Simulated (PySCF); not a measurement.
```yaml
atoms:
  - { symbol: Be, position_ang: [0.0000, 0.0000, -2.2746] }
  - { symbol: In, position_ang: [0.0000, 0.0000, 0.1784] }
```

⟨S²⟩ = 2.06, above the pure value of 2.00; core potentials replace the inner electrons of In.

Method: PBE0/aug-cc-pVDZ(-PP), non-relativistic Hamiltonian with scalar-relativistic core potentials where named, at a bond length of 2.453 Å (PySCF 2.14.0).

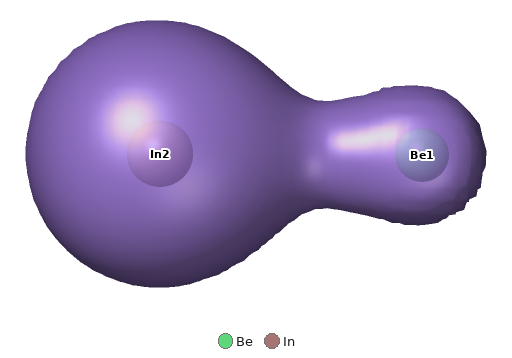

BeIn (charge −1, triplet). Isosurface of the electron density at 0.2 e/Å³ (purple), seen from one side.

What does this surface tell about the bonding?

At this value the surface is in one piece. It bridges the sampled Be–In (2.45 Å) contact, where the density stays above the isovalue. On the grid the lowest density along these lines, outside the cores, is 0.23 e/Å³ (Be–In, 2.45 Å).
